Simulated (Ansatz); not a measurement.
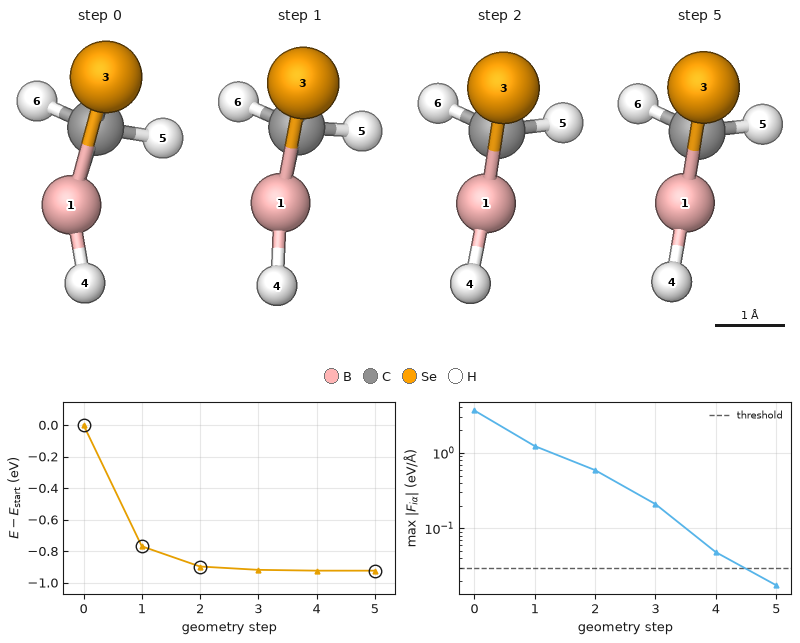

Frames of a relaxation of CH3BSe (coarse preliminary run), marked on the history of the run. Style: ball-and-stick. Shown from a free direction.

The start comes from a force field.

All numbers below come from Ansatz 0.2.0, RKS PBE-D4/def2-SVP.

Input
```yaml
crystal:
  periodic: [false, false, false]
  atoms:
    - {symbol: B, position_ang: [-0.697700, -0.663900, -0.179400]}
    - {symbol: C, position_ang: [0.308100, 0.471300, 0.193400]}
    - {symbol: Se, position_ang: [1.141400, -1.100900, 0.587300]}
    - {symbol: H, position_ang: [-1.467200, -0.860900, -1.030600]}
    - {symbol: H, position_ang: [0.732800, 1.003300, -0.699500]}
    - {symbol: H, position_ang: [0.024700, 1.087100, 1.082700]}
basis:
  gaussian: {orbitals: def2-SVP}
hamiltonian: {xc: pbe, dispersion: d4}
relax: {f_tol: 0.03, max_steps: 200}
```

Launched with:
```bash
ansatz run in.yaml --threads 2 --pin off --events-out ev --progress --plain --max-ram 4352MiB
```

Q: Describe the path.

A: The energy falls by 0.923 eV in 5 geometry steps. The largest force component goes from 3.6 to 0.018 eV/Å. H4 moves most after the best rigid fit: 0.27 Å. Largest moves by element: H 0.27 Å, Se 0.23 Å, B 0.20 Å, C 0.14 Å. Near-neighbour distances that change, for instance: C2–Se3 1.822 → 2.048 Å, B1–Se3 2.040 → 1.895 Å, B1–H4 1.164 → 1.204 Å, B1–C2 1.562 → 1.539 Å. Bond angles that change, for instance: C2–B1–Se3 59.0° → 72.4°, B1–C2–Se3 73.7° → 61.9°, C2–B1–H4 136.3° → 147.2°. Groups turn about B1–Se3 by about 50°. From step 0 to 1: H4 moves most (0.17 Å), energy −0.769 eV. From step 1 to 2: H atoms move most (0.13 Å), energy −0.128 eV. From step 2 to 5: H4 moves most (0.04 Å), energy −0.026 eV.
